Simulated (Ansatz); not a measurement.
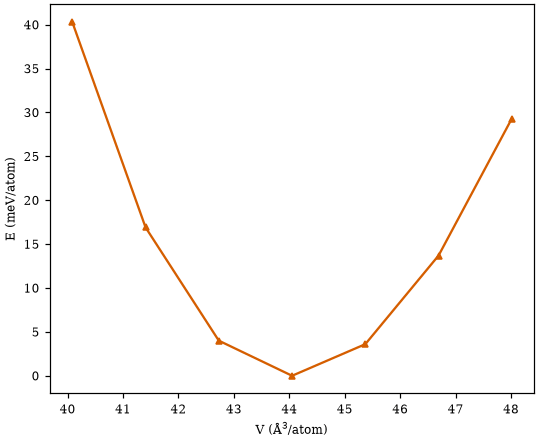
Fig. 1. BaTe (rock salt, Fm-3m) under volume change, DFT-r²SCAN in the program Ansatz with PAW potentials, scaled uniformly.

### Question
What does a third-order Birch–Murnaghan fit give for V₀, B₀ and B′?

### Answer
V₀ = 44.05 Å³/atom, B₀ = 30.6 GPa, B′ = 4.4.

The r²SCAN relaxation kept the symmetry of its start; of distortions, only those at the zone centre were tested. Scalar-relativistic: spin–orbit coupling is off unless named, which matters more the heavier the elements.

Potentials: the later of the program's two PAW sets.
